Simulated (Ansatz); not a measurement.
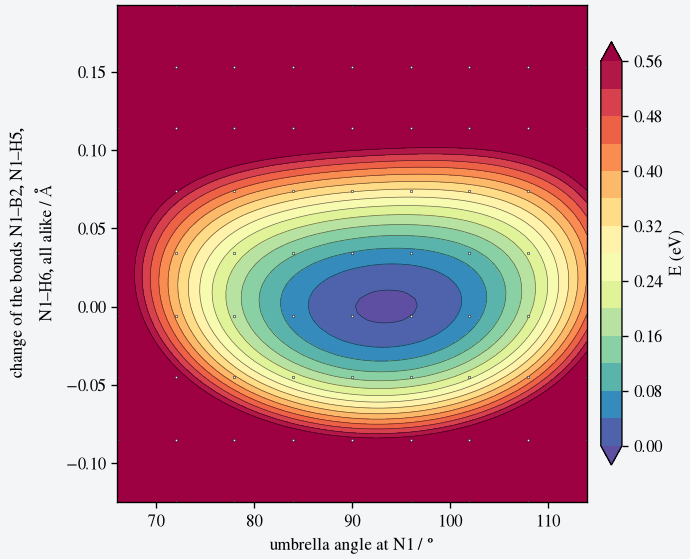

AlB₂H₄N, SMILES N[B]1[BH][AlH]1. First axis: umbrella angle at N1 (between each of its bonds and their common axis; 90 is planar). Second axis: change of the bonds N1–B2, N1–H5, N1–H6, all alike. Nothing is relaxed (all other coordinates rigid). Grid: 9 × 9 points. Points are written as (first, second). Energies: eV, counted from the lowest grid point. Computed with RKS B3LYP-D4/def2-TZVP (Ansatz).

In the figure: filled contours, dots at the grid points, one colour for all values above the top of the scale. Between grid points the surface is interpolated.

### Where is the minimum, and how stiff is the well along each coordinate?

The interpolated minimum is at the first coordinate ≈ 93.6°, the second coordinate ≈ 0.000 Å. The curvatures there are about 5 eV/rad² and 136 eV/Å², with a cross term of about −2 eV/(rad·Å). Round the minimum the two coordinates are weakly coupled (coupling −0.06 in units of the two stiffnesses).
